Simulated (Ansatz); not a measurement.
# Zn3Mo: relaxing a made-up structure

Starting from a made-up structure for Zn3Mo, the aim is the relaxed cell, its shortest contacts and, where a second run follows, its electronic structure.

Method: DFT, r2SCAN, plane-wave PAW, files of the set soft_1, scalar-relativistic, no spin, cell and ions relaxed at zero pressure; PAW set soft_1, in the first sound run; inputs show where later runs differ, in Ansatz 0.2.0.

**1. The starting structure**

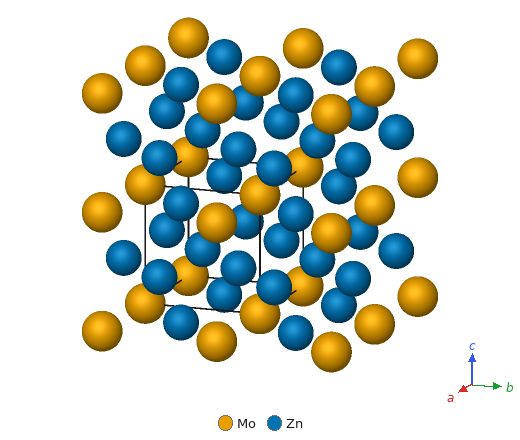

The cell as given, slightly off an axis (molybdenum orange, zinc blue). 2×2×2 cells are drawn. Some periodic images of atoms are drawn too.

**2. Relaxation of the guess**

The guessed cell has no reason to be at equilibrium. It is relaxed with the atoms, within the space group of the guess.

The input, input.yaml:

```yaml
crystal:
  lattice:
    - [3.813, 0.0, 0.0]
    - [0.0, 3.813, 0.0]
    - [0.0, 0.0, 3.813]
  atoms:
    - { symbol: Mo, position: [0.0, 0.0, 0.0] }
    - { symbol: Zn, position: [0.5, 0.5, 0.0] }
    - { symbol: Zn, position: [0.5, 0.0, 0.5] }
    - { symbol: Zn, position: [0.0, 0.5, 0.5] }
kpoints:
  mp_grid: { grid: [7, 7, 7] }
scf:
  occupations: { method: fermi_dirac, width: 0.05 }
hamiltonian:
  xc: r2scan
  pseudopotentials: { kind: paw, azcp: { folder: soft_1 } }
relax:
  f_tol: 0.015
  max_steps: 70
  cell: {}
output:
  forces: true
  stress: true
```

On the command line:

```console
$ ansatz run input.yaml --threads 4 --pin off --max-ram 10240MiB --backend cpu --events-out ev --progress --plain --runs-dir out
```

Numbers of over 12 decimals in the logs are rounded to 6 here.

The log of the run:

```text
Engine: ansatz 0.2.0, aarch64-unknown-linux-gnu
Pseudopotentials: kind: paw
Pseudopotential: Mo, paw, valence charge 14, recommended cutoff 500 eV (meta_gga), soft_1/Mo.paw.azcp
Pseudopotential: Zn, paw, valence charge 12, recommended cutoff 500 eV (meta_gga), soft_1/Zn.paw.azcp
Functional definition: r2SCAN
  parameter k0 = 0.174
  parameter k1 = 0.065
  parameter a1 = 4.9479
  exchange = r2scan_x(k0 = k0, k1 = k1, a1 = a1)
  correlation = r2scan_c
Crystal: 4 atoms, lattice volume = 55.437 Å³
Basis set: ecut = 500 eV, 1365 PW (Γ), exchange–correlation on 120×120×120 points (64 copies of the dense FFT grid, shifted against one another)
Bands: 30, of which v1, the nominal top of the filled ones, is band 25 counted from 1 (24 counted from 0)
Symmetry: 48 space group operations
Space group: Pm-3m (ITA 221), of the structure as read, at distance tolerance 3.8e-5 Å
k-points: 20 of 343
Non-local potential: Mo, projectors of the file, l = 0: 3, l = 1: 2, l = 2: 2, l = 3: 1
Non-local potential: Zn, projectors of the file, l = 0: 2, l = 1: 2, l = 2: 3, l = 3: 1
PAW form: soft (Blöchl's): semilocal exchange-correlation on the pseudo side does not see the compensation charge
PAW frozen core: Mo, regenerated for the run's functional (the file was generated under x = pbe(κ = 0.804, μ = 0.219515), c = pbe(β = 0.066725))
PAW frozen core: Zn, regenerated for the run's functional (the file was generated under x = pbe(κ = 0.804, μ = 0.219515), c = pbe(β = 0.066725))
PAW one-centre angular grid: Mo, 590 points (default); XC on 160 Gauss nodes
PAW one-centre angular grid: Zn, 590 points (default); XC on 160 Gauss nodes
Initial density: superposition of atomic densities (chi_scale 0.1, normalization cell, long waves kept (reshape's long-wave potential 0.00 eV rms))
Initial wavefunctions: pseudopotential atomic-orbital guess
Functional: x = r2scan, c = r2scan; τ floored in thin density (d = 2e-4 eV/Å³)
SCF iter   1: F=—  HF=-14946.417529 eV  |F-HF|=—  |Δ(HF+E_count)|=         —  Δρ=9.76e-2  dr2=8.77e0  dr2_τ=3.60e-1  ethr=3.10e-3  ⟨swp⟩=6.1  Hψ=2661  notcnv=0
preconditioner: auto → Kerker (q_TF=auto, 2.682 Å⁻¹)  [metal: Δε(μ)=0.034 eV  Ē_g=10.308 eV  σ=0.050 eV  W_gap=0.16  n_scr=18 (ndim 8)  ℏωp=32.3 eV  f_vac=0.000  D(μ)=2.13/eV (n_scr^D=18)]
SCF iter   2: F=—  HF=-14944.869464 eV  |F-HF|=—  |Δ(HF+E_count)|=    1.55e0  Δρ=3.29e-2  dr2=5.98e-1  dr2_τ=1.84e-1  ethr=3.10e-3  ⟨swp⟩=3.0  Hψ=1418  notcnv=0
preconditioner: auto → Resta (q_TF=auto, 2.682 Å⁻¹)  ε∞=12.2  [insulator: Δε(μ)=0.135 eV  Ē_g=9.663 eV  σ=0.050 eV  W_gap=0.58  n_scr=18 (ndim 8)  ℏωp=32.3 eV  f_vac=0.000  D(μ)=1.18/eV (n_scr^D=6)  ε∞_Penn≈12.2]
SCF iter   3: F=—  HF=-14944.933585 eV  |F-HF|=—  |Δ(HF+E_count)|=   6.41e-2  Δρ=1.48e-2  dr2=6.63e-2  dr2_τ=2.68e-3  ethr=1.20e-3  ⟨swp⟩=3.1  Hψ=1312  notcnv=0
SCF iter   4: F=—  HF=-14944.985389 eV  |F-HF|=—  |Δ(HF+E_count)|=   5.18e-2  Δρ=9.94e-3  dr2=3.84e-2  dr2_τ=4.26e-4  ethr=1.33e-4  ⟨swp⟩=2.1  Hψ=1123  notcnv=0
SCF iter   5: F=—  HF=-14944.969674 eV  |F-HF|=—  |Δ(HF+E_count)|=   1.57e-2  Δρ=2.19e-3  dr2=2.36e-3  dr2_τ=6.01e-5  ethr=7.67e-5  ⟨swp⟩=2.0  Hψ=1270  notcnv=0  defer=1
SCF iter   6: F=—  HF=-14944.970391 eV  |F-HF|=—  |Δ(HF+E_count)|=   7.17e-4  Δρ=5.60e-4  dr2=1.58e-4  dr2_τ=9.09e-6  ethr=4.73e-6  ⟨swp⟩=2.0  Hψ=1091  notcnv=0  defer=1
SCF iter   7: F=—  HF=-14944.970508 eV  |F-HF|=—  |Δ(HF+E_count)|=   1.17e-4  Δρ=2.17e-4  dr2=4.37e-5  dr2_τ=6.98e-7  ethr=3.16e-7  ⟨swp⟩=2.0  Hψ=957  notcnv=0  defer=1
SCF iter   8: F=—  HF=-14944.970524 eV  |F-HF|=—  |Δ(HF+E_count)|=   1.57e-5  Δρ=1.45e-4  dr2=1.07e-5  dr2_τ=1.89e-7  ethr=8.74e-8  ⟨swp⟩=2.0  Hψ=1018  notcnv=0  defer=1
SCF iter   9: F=—  HF=-14944.970529 eV  |F-HF|=—  |Δ(HF+E_count)|=   4.57e-6  Δρ=2.91e-5  dr2=4.92e-7  dr2_τ=2.58e-8  ethr=2.15e-8  ⟨swp⟩=2.0  Hψ=1013  notcnv=0  defer=1
SCF iter  10: F=-14944.970529 eV  HF=-14944.970529 eV  |F-HF|=9.30e-10  |Δ(HF+E_count)|=   2.60e-7  Δρ=7.38e-6  dr2=2.60e-8  dr2_τ=2.40e-9  ethr=2.00e-10  ⟨swp⟩=5.0  Hψ=2250  notcnv=0
SCF 1 converged in 10 iterations: F = -14944.970529 eV  dr2 = 2.60e-8
  greatest PAW one-centre occupation: 0.999 electrons in one spin orbital (limit 2), on the Mo atom at site 0 (counted from 0), in its partial waves of l = 0
relax step   1: F+E_penalty+E_count = -14944.97052894 eV  Δ(F+E_penalty+E_count) = +0.000e0 eV  max|allowed force component| = 2.776e-29 eV/Å  Δτ_max = 0.0000 Å  P = +1.542 GPa  Ω = 55.437 Å³  (10 SCF iters, dr2 threshold 1.00e-7 eV, accepted)
Crystal: 4 atoms, lattice volume = 56.054 Å³
Initial density: handed on by an earlier stage of this run
Initial wavefunctions: those handed on with the density
iter 1 solved again at ethr=1.85e-6 eV; its pass at ethr=3.10e-3 eV (dr2=9.26e-4 eV) is discarded
SCF iter   1: F=—  HF=-14944.967066 eV  |F-HF|=—  |Δ(HF+E_count)|=         —  Δρ=1.25e-3  dr2=8.91e-4  dr2_τ=2.49e-3  ethr=1.85e-6  ⟨swp⟩=2.0  Hψ=3123  notcnv=0
preconditioner: auto → Kerker (q_TF=auto, 2.677 Å⁻¹)  [metal: Δε(μ)=0.017 eV  Ē_g=9.566 eV  σ=0.050 eV  W_gap=0.08  n_scr=18 (ndim 8)  ℏωp=32.1 eV  f_vac=0.000  D(μ)=1.28/eV (n_scr^D=6)]
SCF iter   2: F=—  HF=-14944.972789 eV  |F-HF|=—  |Δ(HF+E_count)|=   5.72e-3  Δρ=4.45e-4  dr2=1.04e-4  dr2_τ=5.03e-5  ethr=1.78e-6  ⟨swp⟩=2.0  Hψ=1100  notcnv=0
SCF iter   3: F=—  HF=-14944.972784 eV  |F-HF|=—  |Δ(HF+E_count)|=   5.18e-6  Δρ=2.48e-4  dr2=2.93e-5  dr2_τ=2.19e-6  ethr=2.09e-7  ⟨swp⟩=2.5  Hψ=1040  notcnv=0
SCF iter   4: F=—  HF=-14944.972800 eV  |F-HF|=—  |Δ(HF+E_count)|=   1.62e-5  Δρ=2.06e-4  dr2=2.16e-5  dr2_τ=1.28e-6  ethr=5.86e-8  ⟨swp⟩=2.0  Hψ=1080  notcnv=0
SCF iter   5: F=—  HF=-14944.972797 eV  |F-HF|=—  |Δ(HF+E_count)|=   2.31e-6  Δρ=6.21e-5  dr2=2.94e-6  dr2_τ=2.58e-8  ethr=4.31e-8  ⟨swp⟩=2.0  Hψ=969  notcnv=0
SCF iter   6: F=—  HF=-14944.972798 eV  |F-HF|=—  |Δ(HF+E_count)|=   1.13e-7  Δρ=3.31e-5  dr2=1.19e-6  dr2_τ=6.57e-8  ethr=5.87e-9  ⟨swp⟩=2.0  Hψ=1080  notcnv=0
SCF iter   7: F=-14944.972797 eV  HF=-14944.972797 eV  |F-HF|=3.21e-8  |Δ(HF+E_count)|=   7.68e-8  Δρ=9.50e-6  dr2=1.01e-7  dr2_τ=4.03e-10  ethr=8.00e-10  ⟨swp⟩=3.0  Hψ=2301  notcnv=0
SCF 2 converged in 7 iterations: F = -14944.972797 eV  dr2 = 1.01e-7
relax step   2: F+E_penalty+E_count = -14944.97279743 eV  Δ(F+E_penalty+E_count) = -2.268e-3 eV  max|allowed force component| = 2.008e-29 eV/Å  Δτ_max = 0.0000 Å  P = -0.206 GPa  Ω = 56.054 Å³  energy of the carried Pulay correction = -2.657e-4 eV  (7 SCF iters, dr2 threshold 4.00e-7 eV, accepted)
Crystal: 4 atoms, lattice volume = 55.980 Å³
iter 1 solved again at ethr=2.97e-8 eV; its pass at ethr=3.10e-3 eV (dr2=1.48e-5 eV) is discarded
SCF iter   1: F=—  HF=-14944.972799 eV  |F-HF|=—  |Δ(HF+E_count)|=         —  Δρ=1.45e-4  dr2=1.32e-5  dr2_τ=3.46e-5  ethr=2.97e-8  ⟨swp⟩=2.0  Hψ=2906  notcnv=0
preconditioner: auto → Kerker (q_TF=auto, 2.677 Å⁻¹)  [metal: Δε(μ)=0.050 eV  Ē_g=9.572 eV  σ=0.050 eV  W_gap=0.24  n_scr=18 (ndim 8)  ℏωp=32.2 eV  f_vac=0.000  D(μ)=1.29/eV (n_scr^D=6)]
SCF iter   2: F=—  HF=-14944.972877 eV  |F-HF|=—  |Δ(HF+E_count)|=   7.82e-5  Δρ=5.08e-5  dr2=1.11e-6  dr2_τ=7.07e-7  ethr=2.65e-8  ⟨swp⟩=2.0  Hψ=1100  notcnv=0
SCF iter   3: F=—  HF=-14944.972877 eV  |F-HF|=—  |Δ(HF+E_count)|=   3.84e-8  Δρ=2.78e-5  dr2=2.82e-7  dr2_τ=3.03e-8  ethr=2.12e-10  ⟨swp⟩=5.0  Hψ=2443  notcnv=0
SCF iter   4: F=—  HF=-14944.972877 eV  |F-HF|=—  |Δ(HF+E_count)|=   2.38e-7  Δρ=2.26e-5  dr2=2.40e-7  dr2_τ=1.29e-8  ethr=2.12e-10  ⟨swp⟩=5.0  Hψ=2275  notcnv=0
SCF iter   5: F=-14944.972877 eV  HF=-14944.972877 eV  |F-HF|=1.88e-8  |Δ(HF+E_count)|=   2.32e-8  Δρ=6.38e-6  dr2=3.06e-8  dr2_τ=2.81e-10  ethr=2.12e-10  ⟨swp⟩=3.1  Hψ=2448  notcnv=0
SCF 3 converged in 5 iterations: F = -14944.972877 eV  dr2 = 3.06e-8
relax step   3: F+E_penalty+E_count = -14944.97287719 eV  Δ(F+E_penalty+E_count) = -7.976e-5 eV  max|allowed force component| = 4.723e-29 eV/Å  Δτ_max = 0.0000 Å  P = -0.003 GPa  Ω = 55.980 Å³  energy of the carried Pulay correction = -2.342e-4 eV  (5 SCF iters, dr2 threshold 1.06e-7 eV, accepted)
Initial wavefunctions: pseudopotential atomic-orbital guess (no wavefunctions were taken with the density)
iter 1 solved again at ethr=6.65e-8 eV; its pass at ethr=3.10e-3 eV (dr2=3.32e-5 eV) is discarded
SCF iter   1: F=—  HF=-14944.973121 eV  |F-HF|=—  |Δ(HF+E_count)|=         —  Δρ=4.99e-5  dr2=2.00e-7  dr2_τ=1.15e-7  ethr=6.65e-8  ⟨swp⟩=3.8  Hψ=4527  notcnv=0
preconditioner: auto → Kerker (q_TF=auto, 2.677 Å⁻¹)  [metal: Δε(μ)=0.049 eV  Ē_g=9.573 eV  σ=0.050 eV  W_gap=0.23  n_scr=18 (ndim 8)  ℏωp=32.2 eV  f_vac=0.000  D(μ)=1.29/eV (n_scr^D=6)]
SCF iter   2: F=—  HF=-14944.973126 eV  |F-HF|=—  |Δ(HF+E_count)|=   4.71e-6  Δρ=3.62e-5  dr2=2.28e-7  dr2_τ=4.78e-8  ethr=4.00e-10  ⟨swp⟩=2.0  Hψ=1050  notcnv=0
SCF iter   3: F=—  HF=-14944.973127 eV  |F-HF|=—  |Δ(HF+E_count)|=   1.67e-6  Δρ=9.01e-6  dr2=2.01e-8  dr2_τ=3.53e-9  ethr=4.00e-10  ⟨swp⟩=2.0  Hψ=1019  notcnv=0
SCF iter   4: F=—  HF=-14944.973127 eV  |F-HF|=—  |Δ(HF+E_count)|=   2.17e-8  Δρ=1.78e-6  dr2=1.39e-9  dr2_τ=2.56e-10  ethr=4.01e-11  ⟨swp⟩=2.0  Hψ=1017  notcnv=0
SCF iter   5: F=—  HF=-14944.973127 eV  |F-HF|=—  |Δ(HF+E_count)|=   4.10e-9  Δρ=1.18e-6  dr2=4.85e-10  dr2_τ=3.85e-11  ethr=2.78e-12  ⟨swp⟩=2.0  Hψ=1003  notcnv=0
SCF iter   6: F=—  HF=-14944.973127 eV  |F-HF|=—  |Δ(HF+E_count)|=  7.24e-10  Δρ=3.35e-7  dr2=6.64e-11  dr2_τ=4.19e-12  ethr=1.00e-12  ⟨swp⟩=2.0  Hψ=993  notcnv=0
SCF iter   7: F=-14944.973127 eV  HF=-14944.973127 eV  |F-HF|=3.64e-12  |Δ(HF+E_count)|=  1.93e-10  Δρ=1.16e-7  dr2=7.70e-12  dr2_τ=2.48e-13  ethr=1.00e-12  ⟨swp⟩=4.8  Hψ=2179  notcnv=0
SCF 4 converged in 7 iterations: F = -14944.973127 eV  dr2 = 7.70e-12
relax step   4: F+E_penalty+E_count = -14944.97312746 eV  Δ(F+E_penalty+E_count) = -2.503e-4 eV  max|allowed force component| = 2.255e-29 eV/Å  Δτ_max = 0.0000 Å  P = +0.001 GPa  Ω = 55.980 Å³  stress off target by 7.61e-4 GPa  SCF on the basis re-selected at this cell (its energy is not comparable with the rows above)  (7 SCF iters)
basis re-selected at this cell: Δ(F+E_penalty+E_count) = -2.503e-4 eV, ΔP = +0.004 GPa vs the last step (what re-selecting the basis moved, of the pressure what is left beyond the Pulay correction that the steps carried, after the strain that the cell walked since its last selection, with what the two solves' SCF thresholds leave and, on support functions, any second-order correction that the steps lacked; it is no m [...]
SCF converged after 7 iterations
Free energy (F): -14944.973127 eV
Harris-Foulkes:  -14944.973127 eV  (|F-HF|=3.64e-12)
Internal energy: -14944.963007 eV  (E = F + TS)
E sigma→0 (E₀):  -14944.968067 eV
Entropy (-TS):   -0.010120 eV (-2.530 meV/atom)
Fermi energy:    14.646547 eV
--- Per-component energies (eV) ---
  E_band       = 122.712454
  E_kinetic    = 863.849875
  E_local      = -5810.602553  (includes V_loc(G=0)·N_el)
  E_nonlocal   = 2614.676055
  E_hartree    = 2144.844568
  E_xc         = -382.351508
  E_vxc        = -403.250943  (∫ρ·V_xc dr)
  E_paw        = -8968.636107  (= ΣΔE_a)
  E_vpaw       = -1456.689941  (= ΣTr[D̂ρ^β])
  E_aug_tail   = 0.000216  (compensation charges beyond the density's cutoff)
  E_vtau       = 25.040697  (kinetic-family band-sum trace: ∫τ·v_τ [+ j·A + Jᵃ·Aᵃ] dr)
  E_ewald      = -5405.974503
  E_core_change = -0.769052  (= ΣΔE_core)
  E_smearing   = -0.010120  (= −TS)
  E_closure    = 0.000000  (closes the sum)
  Σ components = -14944.973127   (vs F -14944.973127, Δ=0.00e0)
--- Forces (eV/Å), atoms counted from 1 ---
  atom   1  Mo    -0.00000000     0.00000000    -0.00000000
  atom   2  Zn    -0.00000000     0.00000000     0.00000000
  atom   3  Zn    -0.00000000    -0.00000000     0.00000000
  atom   4  Zn     0.00000000    -0.00000000    -0.00000000
  max |Σ_I F_I| component: 3.60e-29 eV/Å
--- Stress (GPa, compression-positive) ---
        0.000761       0.000000       0.000000
        0.000000       0.000761       0.000000
        0.000000       0.000000       0.000761
  P = ⅓ Tr σ = 0.0008 GPa (0.008 kbar)
--- Relaxed structure (3 steps of the walk, 3 accepted, 1 SCFs on fresh bases) ---
  F+E_penalty+E_count = -14944.97312746 eV   max|allowed force component| = 2.255e-29 eV/Å   (the final SCF, on the basis selected at the relaxed cell)
  cell:  # Å, volume = 55.9802 Å³
    - [3.825411, 0, 0]
    - [0, 3.825411, 0]
    - [0, 0, 3.825411]
  atoms:
    - { symbol: Mo, position: [0, 0, 0] }
    - { symbol: Zn, position: [0.500000, 0.500000, 0] }
    - { symbol: Zn, position: [0.500000, 0, 0.500000] }
    - { symbol: Zn, position: [0, 0.500000, 0.500000] }
```

Run time: 6 s. Hardware: 4 threads of Arm Neoverse V1, shared host; peak memory 0.5 GiB; 22 s of CPU time.

The steps of the relaxation:

```
step  energy less that of the first step (eV)  largest force component (eV/Å)  pressure (GPa)  volume (Å³)
   1                                   0.0000                          0.0000            1.54        55.44
   2                                  -0.0023                          0.0000           -0.21        56.05
   3                                  -0.0023                          0.0000            0.00        55.98
  4*                                  -0.0026                          0.0000            0.00        55.98
```

Relaxation steps marked * repeat the geometry before them on a plane-wave basis chosen anew for their cell, so energy and pressure can jump there.

Forces are held to the 48 operations that the run works with; a distortion that breaks them can't arise in this run.

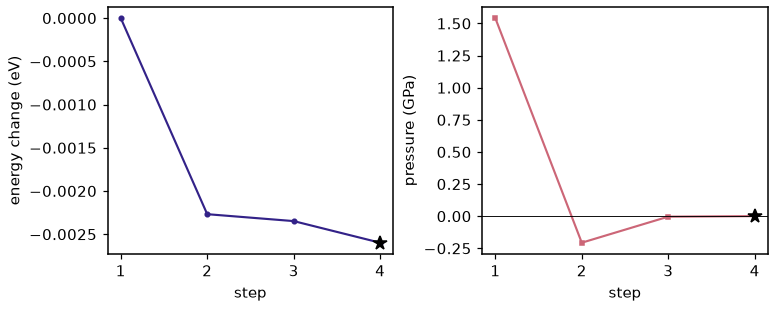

Energy and pressure along the relaxation. Stars mark steps on a basis chosen anew.

```
conventional cell, symmetrised  before  after  change
                         a (Å)   3.813  3.825  +0.3 %
                         b (Å)   3.813  3.825  +0.3 %
                         c (Å)   3.813  3.825  +0.3 %
              volume (Å³/atom)   13.86  14.00  +1.0 %
```

Final coordinates:

```xyz
4
Lattice="3.8254 0.0000 0.0000 0.0000 3.8254 0.0000 0.0000 0.0000 3.8254" Properties=species:S:1:pos:R:3 pbc="T T T"
Mo    0.0000    0.0000    0.0000
Zn    1.9127    1.9127    0.0000
Zn    1.9127    0.0000    1.9127
Zn    0.0000    1.9127    1.9127
```

This step gave:

```
free energy             : -14944.9731 eV
energy at zero smearing : -14944.9681 eV
smearing term TS        : 0.01012 eV
Fermi energy            : 14.65 eV
electrons               : 50
symmetry operations     : 48
pressure                : 7.61e-4 GPa
```

The shortest distance of each pair, which need not be the same contact before and after:

```
 pair  guess (Å)  relaxed (Å)
Mo–Zn      2.696        2.705
Zn–Zn      2.696        2.705
Mo–Mo      3.813        3.825
```

The relaxation ends with a pressure of 0.00 GPa.

(Continued in part 2 of 2.)

[Logs are printed without paths, hosts, clocks, repeated set-up lines and the standing remarks that a program may print on its own settings, such as how far it seeks lower states.]

[Hosts, paths, dates, database ids (printed as entryN), source tags and the programs' standing remarks are cut or masked in the printed files.]
